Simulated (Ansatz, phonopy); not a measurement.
# How KBr (Fm-3m) expands on warming, part 3 of 4

Wanted: α(T), C_P(T) and B(T) of KBr in the quasi-harmonic approximation.

What experiment has found for this phase:
- volume expansion coefficient 116.1 1e-6/K and heat capacity C_P per formula unit 52.3 J/mol/K near room temperature (given in “High-Throughput Prediction of Finite-Temperature Properties using the Quasi-Harmonic Approximation”, 2016, arXiv:1603.06924)
- volume expansion coefficient 117.6 1e-6/K near room temperature (given in “Descriptors for thermal expansion in solids”, 2017, arXiv:1701.03966)

Ansatz 0.2.0; DFT LDA, scalar-relativistic, plane waves, PAW.

So far, principal linear expansion coefficients at 298 K (× 1e-6/K): step 7 (the quasi-harmonic study, cutoff 550 eV, k-mesh 8×8×8) 38.3.

### Step 9. Phonons on strained cells, cutoff 487.2 eV, k-mesh 12×12×12

The study relaxes the crystal at several strains, solves the phonons on some of them and minimises the free energy at each temperature (static energy, vibrations, the electrons in a metal, and PV under a set pressure); the q-mesh sets how far the force constants reach.

This step: DFT LDA, scalar-relativistic, plane waves, PAW (Ansatz 0.2.0).

The input, input.yaml:

```yaml
crystal:
  lattice:
    - [0.0, 3.1857844804, 3.1857844804]
    - [3.1857844804, 0.0, 3.1857844804]
    - [3.1857844804, 3.1857844804, 0.0]
  atoms:
    - { symbol: K, position: [0.0, 0.0, 0.0] }
    - { symbol: Br, position: [0.5, 0.5, 0.5] }
kpoints:
  mp_grid: { grid: [12, 12, 12] }
hamiltonian:
  xc: lda
scf:
  occupations: { method: fixed }
output:
  eigenvalues: true
phonons:
  method: dfpt
  qmesh: [4, 4, 4]
  temperatures: { t_max: 500.0, t_step: 25 }
  thermal_expansion: {}
```

Started as:

```console
ansatz run input.yaml --threads 4 --pin off --max-ram 16384MiB --backend cpu --events-out ev --progress --plain --runs-dir out
```

Numbers of over 12 decimals in the logs are rounded to 6 here.

What it wrote:

```text
[...]
Crystal: 2 atoms, lattice volume = 64.666 Å³
Basis set: ecut = 487.2 eV, 1591 PW (Γ), exchange–correlation on 72×72×72 points (8 copies of the dense FFT grid, shifted against one another)
Bands: 12, of which v1, the nominal top of the filled ones, is band 8 counted from 1 (7 counted from 0)
Symmetry: 48 space group operations
[...]
k-points: 72 of 1728
[...]
SCF iter   1: F=—  HF=-4193.642407 eV  |F-HF|=—  |Δ(HF+E_count)|=         —  Δρ=5.05e-3  dr2=9.75e-3  ethr=1.77e-3  ⟨swp⟩=5.5  Hψ=4807  notcnv=0  defer=134
[...]
SCF iter   9: F=-4193.639215 eV  HF=-4193.639215 eV  |F-HF|=9.09e-13  |Δ(HF+E_count)|=  1.46e-11  Δρ=2.06e-8  dr2=2.46e-13  ethr=1.00e-12  ⟨swp⟩=8.3  Hψ=5657  notcnv=0
SCF 1 converged in 9 iterations: F = -4193.639215 eV  dr2 = 2.46e-13
[...]
relax step   1: F+E_penalty+E_count = -4193.63921534 eV  Δ(F+E_penalty+E_count) = +0.000e0 eV  max|allowed force component| = 6.718e-29 eV/Å  Δτ_max = 0.0000 Å  (9 SCF iters, accepted)
SCF converged after 9 iterations
Free energy (F): -4193.639215 eV
[...]
Internal energy: -4193.639215 eV  (E = F + TS)
E sigma→0 (E₀):  -4193.639215 eV
Fermi energy:    1.555254 eV
[...]
--- Stress (GPa, compression-positive) ---
        0.000411       0.000000       0.000000
       -0.000000       0.000411      -0.000000
        0.000000       0.000000       0.000411
  P = ⅓ Tr σ = 0.0004 GPa (0.004 kbar)
--- Band table (eV; the first three rows and the last of 72) ---
  k-point 0: bands = [... 4 lower, -9.3906, 1.5553, 1.5553, 1.5553, 5.8763, 8.9073, 8.9073, 8.9073]
  k-point 1: bands = [... 4 lower, -9.3693, 1.4160, 1.5217, 1.5217, 6.0906, 8.8497, 9.0004, 9.0004]
  k-point 2: bands = [... 4 lower, -9.3129, 1.0823, 1.4327, 1.4327, 6.6262, 8.7743, 9.2697, 9.2697]
  k-point 71: bands = [... 4 lower, -9.2807, 0.8489, 0.8489, 0.8636, 8.7525, 8.7525, 9.9289, 10.7141]
── thermal expansion: 3 new cells, 3 in all ──
thermal expansion: relaxation of cell 2
thermal expansion: relaxation of cell 3
── thermal expansion: 2 new cells, 5 in all ──
thermal expansion: relaxation of cell 4
thermal expansion: lower-state search of cell 4
thermal expansion: phonons of cell 4
thermal expansion: relaxation of cell 5
thermal expansion: phonons of cell 5
── thermal expansion: 6 new cells, 11 in all ──
thermal expansion: relaxation of cell 6
thermal expansion: relaxation of cell 7
thermal expansion: relaxation of cell 8
thermal expansion: relaxation of cell 9
thermal expansion: relaxation of cell 10
thermal expansion: relaxation of cell 11
thermal expansion: phonons of cell 6
thermal expansion: phonons of cell 7
thermal expansion: phonons of cell 8
--- Relaxed structure (1 steps of the walk, 1 accepted, 0 SCFs on fresh bases) ---
  F+E_penalty+E_count = -4193.63921534 eV   max|allowed force component| = 6.718e-29 eV/Å
  atoms:
    - { symbol: K, position: [0.0, 0.0, 0.0] }
    - { symbol: Br, position: [0.500000, 0.500000, 0.500000] }
--- Thermal expansion: 11 cells in 3 rounds, 0 GPa ---
  no lower state was reached at cell 4
  without vibrations: a 4.50541, b 4.50541, c 4.50541 Å, V 64.6678 Å³, B 20.27 GPa
  at 0 K: a 4.51728, b 4.51728, c 4.51728 Å, V 65.1803 Å³, B 19.74 GPa
  zero-point expansion: a +0.263, b +0.263, c +0.263, V +0.792 %
[...]
0.00    4.51728    4.51728    4.51728    65.1803 |    0.00    0.00    0.00    0.00 |   80.43 |     0.000     0.000 |    19.74    19.74
    50.00    4.51842    4.51842    4.51842    65.2298 |   15.08   15.08   15.08   45.23 |   93.65 |    27.549    27.471 |    19.58    19.64
   100.00    4.52347    4.52347    4.52347    65.4486 |   27.26   27.26   27.26   81.79 |  100.75 |    42.458    41.955 |    19.09    19.32
   150.00    4.53021    4.53021    4.53021    65.7418 |   31.78   31.78   31.78   95.35 |  105.12 |    47.129    46.129 |    18.53    18.93
   200.00    4.53773    4.53773    4.53773    66.0697 |   34.40   34.40   34.40  103.20 |  108.64 |    49.271    47.750 |    17.95    18.52
   250.00    4.54579    4.54579    4.54579    66.4220 |   36.47   36.47   36.47  109.40 |  111.89 |    50.604    48.527 |    17.35    18.09
   298.15    4.55398    4.55398    4.55398    66.7818 |   38.33   38.33   38.33  114.98 |       - |    51.599    48.943 |    16.76    17.67
   325.00    4.55873    4.55873    4.55873    66.9911 |   39.37   39.37   39.37  118.11 |  116.72 |    52.103    49.099 |    16.42    17.43
   375.00    4.56794    4.56794    4.56794    67.3980 |   41.40   41.40   41.40  124.19 |  120.07 |    53.011    49.306 |    15.78    16.97
   425.00    4.57765    4.57765    4.57765    67.8288 |   43.59   43.59   43.59  130.77 |  123.60 |    53.934    49.444 |    15.12    16.50
   475.00    4.58792    4.58792    4.58792    68.2860 |   46.02   46.02   46.02  138.07 |  127.36 |    54.920    49.540 |    14.45    16.02
   500.00    4.59327    4.59327    4.59327    68.5255 |   47.35   47.35   47.35  142.06 |  129.35 |    55.449    49.578 |    14.10    15.77
[...]
vibrations' free energy: its fit leaves 0.0002 meV an atom at the most
  the electrons' free energy at temperature is not in it: every band gap is over 0.52 eV
  free energies summed between the sampled wave vectors
[...]
band gaps on the cells' k-points are 4.051 to 4.411 eV
```

It took 35 min on 4 threads of Intel Xeon Platinum 8259CL at 2.50GHz (Skylake/Cascade Lake), shared host; peak memory 3.7 GiB; 2.2 h of CPU time.

Numbers from this step:

| Property | Result |
| --- | --- |
| pressure | 4.11e-4 GPa |
| C_P at 298 K | 25.8 J/mol-atom/K |
| principal linear expansion coefficients at 298 K | 38.33, 38.33, 38.33 1e-6/K |

Strained cells of the study; zero-point energy where phonons were solved; the pressures are stresses at a fixed cutoff and can carry an offset from the finite basis. Expansion cells, by row:

| cell | \|a\| (Å) | \|b\| (Å) | \|c\| (Å) | V (Å³/atom) | E - E_lowest (meV/atom) | pressure, compression positive (GPa) | gap (eV) | zero-point energy (meV/atom) |
| --- | --- | --- | --- | --- | --- | --- | --- | --- |
| 1 | 4.505 | 4.505 | 4.505 | 32.33 | 0 | -0.009 | 4.321 | - |
| 2 | 4.541 | 4.541 | 4.541 | 33.12 | 1.139 | -0.466 | 4.251 | - |
| 3 | 4.47 | 4.47 | 4.47 | 31.57 | 1.199 | 0.505 | 4.393 | - |
| 4 | 4.506 | 4.506 | 4.506 | 32.34 | 0 | -0.016 | 4.32 | 18.38 |
| 5 | 4.528 | 4.528 | 4.528 | 32.83 | 0.468 | -0.307 | 4.276 | 17.9 |
| 6 | 4.561 | 4.561 | 4.561 | 33.55 | 2.69 | -0.692 | 4.214 | 17.21 |
| 7 | 4.589 | 4.589 | 4.589 | 34.17 | 5.915 | -0.985 | 4.163 | 16.64 |
| 8 | 4.617 | 4.617 | 4.617 | 34.8 | 10.3 | -1.25 | 4.114 | 16.08 |
| 9 | 4.461 | 4.461 | 4.461 | 31.39 | 1.851 | 0.637 | 4.411 | - |
| 10 | 4.483 | 4.483 | 4.483 | 31.86 | 0.448 | 0.299 | 4.365 | - |
| 11 | 4.654 | 4.654 | 4.654 | 35.65 | 17.65 | -1.558 | 4.051 | - |

Quasi-harmonic; a, b, c are the run's own cell vectors. Expansion, by row:

| T (K) | a (Å) | b (Å) | c (Å) | alpha (deg) | beta (deg) | gamma (deg) | cell volume (Å³/cell) | alpha_a (1e-6/K) | alpha_b (1e-6/K) | alpha_c (1e-6/K) | alpha_V (1e-6/K) | C_P (J/mol-atom/K) | C_V (J/mol-atom/K) | S (J/mol-atom/K) | B_T (GPa) | B_S (GPa) | Grueneisen | extrapolation | fit error (1e-6/K) |
| --- | --- | --- | --- | --- | --- | --- | --- | --- | --- | --- | --- | --- | --- | --- | --- | --- | --- | --- | --- |
| 0 | 4.517 | 4.517 | 4.517 | 60 | 60 | 60 | 65.18 | 0 | 0 | 0 | 0 | 0 | 0 | 0 | 19.74 | 19.74 | - | 0 | 0 |
| 25 | 4.517 | 4.517 | 4.517 | 60 | 60 | 60 | 65.18 | 3.49 | 3.49 | 3.49 | 10.48 | 5.169 | 5.168 | 2.163 | 19.72 | 19.73 | 0.785 | 0 | 0 |
| 50 | 4.518 | 4.518 | 4.518 | 60 | 60 | 60 | 65.23 | 15.08 | 15.08 | 15.08 | 45.23 | 13.78 | 13.73 | 8.565 | 19.58 | 19.64 | 1.266 | 0 | 0.01 |
| 75 | 4.521 | 4.521 | 4.521 | 60 | 60 | 60 | 65.32 | 22.9 | 22.9 | 22.9 | 68.69 | 18.68 | 18.55 | 15.19 | 19.35 | 19.49 | 1.409 | 0 | 0.01 |
| 100 | 4.523 | 4.523 | 4.523 | 60 | 60 | 60 | 65.45 | 27.26 | 27.26 | 27.26 | 81.79 | 21.23 | 20.98 | 20.95 | 19.09 | 19.32 | 1.467 | 0 | 0.02 |
| 125 | 4.527 | 4.527 | 4.527 | 60 | 60 | 60 | 65.59 | 29.94 | 29.94 | 29.94 | 89.81 | 22.67 | 22.29 | 25.86 | 18.81 | 19.13 | 1.497 | 0 | 0.03 |
| 150 | 4.53 | 4.53 | 4.53 | 60 | 60 | 60 | 65.74 | 31.78 | 31.78 | 31.78 | 95.35 | 23.57 | 23.06 | 30.07 | 18.53 | 18.93 | 1.517 | 0 | 0.03 |
| 175 | 4.534 | 4.534 | 4.534 | 60 | 60 | 60 | 65.9 | 33.21 | 33.21 | 33.21 | 99.62 | 24.18 | 23.55 | 33.76 | 18.24 | 18.73 | 1.531 | 0 | 0.03 |
| 200 | 4.538 | 4.538 | 4.538 | 60 | 60 | 60 | 66.07 | 34.4 | 34.4 | 34.4 | 103.2 | 24.64 | 23.88 | 37.01 | 17.95 | 18.52 | 1.544 | 0 | 0.03 |
| 225 | 4.542 | 4.542 | 4.542 | 60 | 60 | 60 | 66.24 | 35.47 | 35.47 | 35.47 | 106.4 | 25 | 24.1 | 39.94 | 17.65 | 18.31 | 1.555 | 0 | 0.03 |
| 250 | 4.546 | 4.546 | 4.546 | 60 | 60 | 60 | 66.42 | 36.47 | 36.47 | 36.47 | 109.4 | 25.3 | 24.26 | 42.59 | 17.35 | 18.09 | 1.565 | 0 | 0.04 |
| 275 | 4.55 | 4.55 | 4.55 | 60 | 60 | 60 | 66.61 | 37.43 | 37.43 | 37.43 | 112.3 | 25.57 | 24.39 | 45.01 | 17.05 | 17.88 | 1.575 | 0 | 0.05 |
| 298.1 | 4.554 | 4.554 | 4.554 | 60 | 60 | 60 | 66.78 | 38.33 | 38.33 | 38.33 | 115 | 25.8 | 24.47 | 47.09 | 16.76 | 17.67 | 1.584 | 0 | 0.06 |
| 300 | 4.554 | 4.554 | 4.554 | 60 | 60 | 60 | 66.8 | 38.4 | 38.4 | 38.4 | 115.2 | 25.82 | 24.48 | 47.25 | 16.74 | 17.65 | 1.584 | 0 | 0.06 |
| 325 | 4.559 | 4.559 | 4.559 | 60 | 60 | 60 | 66.99 | 39.37 | 39.37 | 39.37 | 118.1 | 26.05 | 24.55 | 49.32 | 16.42 | 17.43 | 1.594 | 0 | 0.07 |
| 350 | 4.563 | 4.563 | 4.563 | 60 | 60 | 60 | 67.19 | 40.37 | 40.37 | 40.37 | 121.1 | 26.28 | 24.61 | 51.26 | 16.11 | 17.2 | 1.604 | 0 | 0.08 |
| 375 | 4.568 | 4.568 | 4.568 | 60 | 60 | 60 | 67.4 | 41.4 | 41.4 | 41.4 | 124.2 | 26.51 | 24.65 | 53.08 | 15.78 | 16.97 | 1.614 | 0 | 0.08 |
| 400 | 4.573 | 4.573 | 4.573 | 60 | 60 | 60 | 67.61 | 42.47 | 42.47 | 42.47 | 127.4 | 26.73 | 24.69 | 54.8 | 15.46 | 16.74 | 1.624 | 0 | 0.08 |
| 425 | 4.578 | 4.578 | 4.578 | 60 | 60 | 60 | 67.83 | 43.59 | 43.59 | 43.59 | 130.8 | 26.97 | 24.72 | 56.43 | 15.12 | 16.5 | 1.634 | 0 | 0.08 |
| 450 | 4.583 | 4.583 | 4.583 | 60 | 60 | 60 | 68.05 | 44.77 | 44.77 | 44.77 | 134.3 | 27.21 | 24.75 | 57.98 | 14.79 | 16.26 | 1.645 | 0 | 0.06 |
| 475 | 4.588 | 4.588 | 4.588 | 60 | 60 | 60 | 68.29 | 46.02 | 46.02 | 46.02 | 138.1 | 27.46 | 24.77 | 59.45 | 14.45 | 16.02 | 1.656 | 0 | 0.06 |
| 500 | 4.593 | 4.593 | 4.593 | 60 | 60 | 60 | 68.53 | 47.35 | 47.35 | 47.35 | 142.1 | 27.72 | 24.79 | 60.87 | 14.1 | 15.77 | 1.667 | 0 | 0.12 |

Table of expansion coefficient by temperature; values in 1e-6/K:

| temperature (K) | volume | principal 1 |
| --- | --- | --- |
| 0 | 0 | 0 |
| 25 | 10.5 | 3.49 |
| 50 | 45.2 | 15.1 |
| 75 | 68.7 | 22.9 |
| 100 | 81.8 | 27.3 |
| 125 | 89.8 | 29.9 |
| 150 | 95.3 | 31.8 |
| 175 | 99.6 | 33.2 |
| 200 | 103 | 34.4 |
| 225 | 106 | 35.5 |
| 250 | 109 | 36.5 |
| 275 | 112 | 37.4 |
| 298 | 115 | 38.3 |
| 300 | 115 | 38.4 |
| 325 | 118 | 39.4 |
| 350 | 121 | 40.4 |
| 375 | 124 | 41.4 |
| 400 | 127 | 42.5 |
| 425 | 131 | 43.6 |
| 450 | 134 | 44.8 |
| 475 | 138 | 46.0 |
| 500 | 142 | 47.4 |

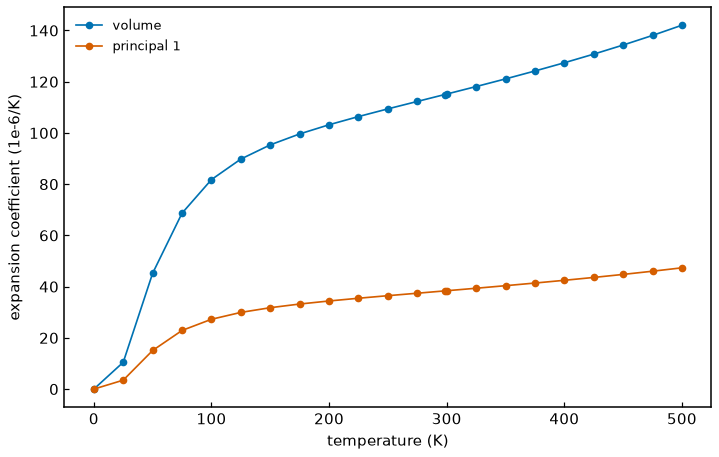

Expansion coefficient against temperature.

Changing the k-mesh (8×8×8 → 12×12×12) and the cutoff (550 → 487.2 eV) takes the volume expansion at 298 K from 115 to 115 × 10⁻⁶/K and B_T from 16.8 to 16.8 GPa.

### Step 10. Quasi-harmonic fit by phonopy

This step: DFT LDA, scalar-relativistic, plane waves, PAW (phonopy 4.10.0).

Energy (each curve on its own zero) against volume; values in meV/atom:

| volume (Å³/atom) | static | F at 0 K | F at 300 K | F at 500 K |
| --- | --- | --- | --- | --- |
| 32.343 | 0 | 1.13 | 4.51 | 7.41 |
| 32.831 | 0.47 | 1.12 | 3.17 | 4.91 |
| 33.551 | 2.69 | 2.66 | 2.68 | 2.68 |
| 34.172 | 5.91 | 5.32 | 3.54 | 2.01 |
| 34.804 | 10.3 | 9.14 | 5.47 | 2.36 |

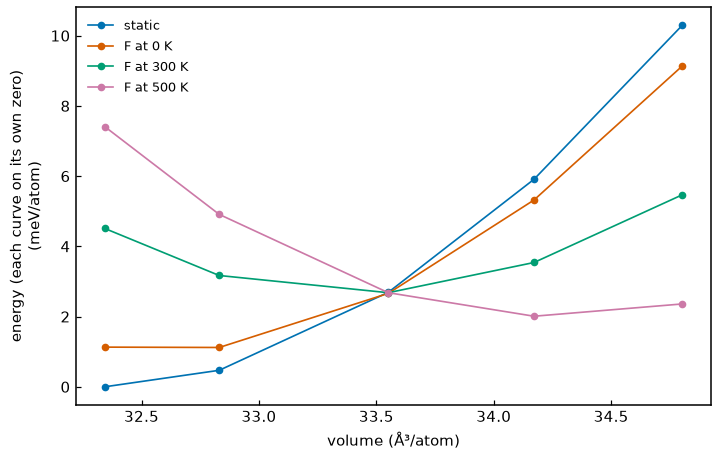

Energy (each curve on its own zero) against volume.

Phonopy-qha, vinet fit of F(V) at each temperature. Qha vinet, by row:

| T (K) | fitted volume (Å³/atom) | alpha_V (1e-6/K) | B_T (GPa) | C_P (J/mol-atom/K) | Grueneisen |
| --- | --- | --- | --- | --- | --- |
| 75 | 32.66 | 67 | 19.35 | 18.64 | 1.375 |
| 100 | 32.72 | 80.98 | 19.09 | 21.28 | 1.452 |
| 125 | 32.79 | 89.41 | 18.81 | 22.74 | 1.49 |
| 150 | 32.87 | 95.14 | 18.53 | 23.63 | 1.513 |
| 175 | 32.95 | 99.5 | 18.25 | 24.24 | 1.53 |
| 200 | 33.03 | 103.1 | 17.95 | 24.68 | 1.543 |
| 225 | 33.12 | 106.3 | 17.66 | 25.04 | 1.554 |
| 250 | 33.21 | 109.4 | 17.36 | 25.34 | 1.565 |
| 275 | 33.3 | 112.3 | 17.05 | 25.6 | 1.575 |
| 300 | 33.4 | 115.2 | 16.74 | 25.84 | 1.584 |
| 325 | 33.5 | 118.1 | 16.43 | 26.07 | 1.594 |
| 350 | 33.6 | 121.1 | 16.11 | 26.3 | 1.604 |
| 375 | 33.7 | 124.2 | 15.79 | 26.52 | 1.614 |
| 400 | 33.8 | 127.4 | 15.46 | 26.75 | 1.624 |
| 425 | 33.91 | 130.8 | 15.13 | 26.98 | 1.635 |
| 450 | 34.03 | 134.3 | 14.79 | 27.22 | 1.645 |
| 475 | 34.14 | 138.1 | 14.45 | 27.47 | 1.656 |

The volume expansion coefficient by temperature; values in 1e-6/K:

| temperature (K) | phonopy-qha, Vinet | Ansatz's own study |
| --- | --- | --- |
| 75 | 67 | 68.7 |
| 100 | 81.0 | 81.8 |
| 125 | 89.4 | 89.8 |
| 150 | 95.1 | 95.3 |
| 175 | 99.5 | 99.6 |
| 200 | 103 | 103 |
| 225 | 106 | 106 |
| 250 | 109 | 109 |
| 275 | 112 | 112 |
| 300 | 115 | 115 |
| 325 | 118 | 118 |
| 350 | 121 | 121 |
| 375 | 124 | 124 |
| 400 | 127 | 127 |
| 425 | 131 | 131 |
| 450 | 134 | 134 |
| 475 | 138 | 138 |

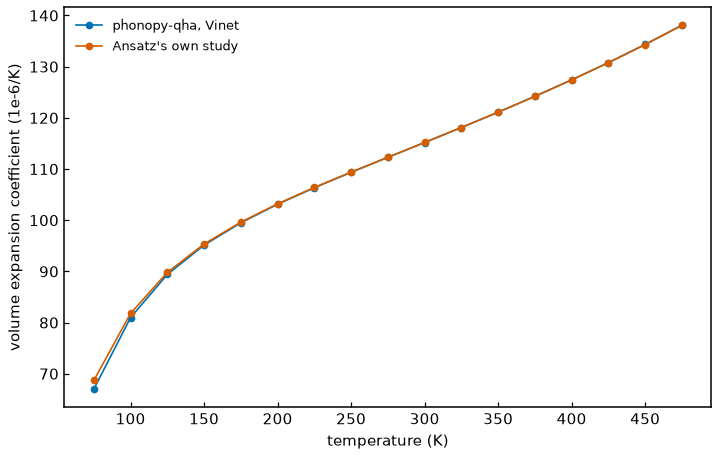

Volume expansion coefficient against temperature.

The fit gives a volume expansion of 115 × 10⁻⁶/K at 300 K, against 115 at 298 K from the study itself, whose static fit uses more cells.

### Step 11. Phonons on strained cells, cutoff 487.2 eV

The study relaxes the crystal at several strains, solves the phonons on some of them and minimises the free energy at each temperature (static energy, vibrations, the electrons in a metal, and PV under a set pressure); the q-mesh sets how far the force constants reach.

This step: DFT LDA, scalar-relativistic, plane waves, PAW (Ansatz 0.2.0).

input.yaml: that of step 9 with these lines changed.

```diff
@@ -9,3 +9,3 @@
 kpoints:
-  mp_grid: { grid: [12, 12, 12] }
+  mp_grid: { grid: [8, 8, 8] }
 hamiltonian:
```

What it wrote:

```text
[...]
Crystal: 2 atoms, lattice volume = 64.666 Å³
Basis set: ecut = 487.2 eV, 1591 PW (Γ), exchange–correlation on 72×72×72 points (8 copies of the dense FFT grid, shifted against one another)
Bands: 12, of which v1, the nominal top of the filled ones, is band 8 counted from 1 (7 counted from 0)
Symmetry: 48 space group operations
[...]
vibrations' free energy: its fit leaves 0.0002 meV an atom at the most
  the electrons' free energy at temperature is not in it: every band gap is over 0.52 eV
  free energies summed between the sampled wave vectors
[...]
band gaps on the cells' k-points are 4.051 to 4.411 eV
[key lines of the parts left out:]
SCF converged after 9 iterations
Free energy (F): -4193.639214 eV
Fermi energy:    1.555255 eV
P = ⅓ Tr σ = 0.0004 GPa (0.004 kbar)
```

Run time: 12 min. Hardware: 4 threads; peak memory 1.4 GiB.

Changing the k-mesh (12×12×12 → 8×8×8) takes the volume expansion at 298 K from 115 to 115 × 10⁻⁶/K and B_T from 16.8 to 16.8 GPa.

[end of part 3 of 4]

[Logs are printed without paths, hosts, clocks, repeated set-up lines and the standing remarks that a program may print on its own settings, such as how far it seeks lower states.]

[Hosts, paths, dates, database ids (printed as entryN), source tags and the programs' standing remarks are cut or masked in the printed files.]

[A step with changed settings may run another functional than the one named; its input shows which.]
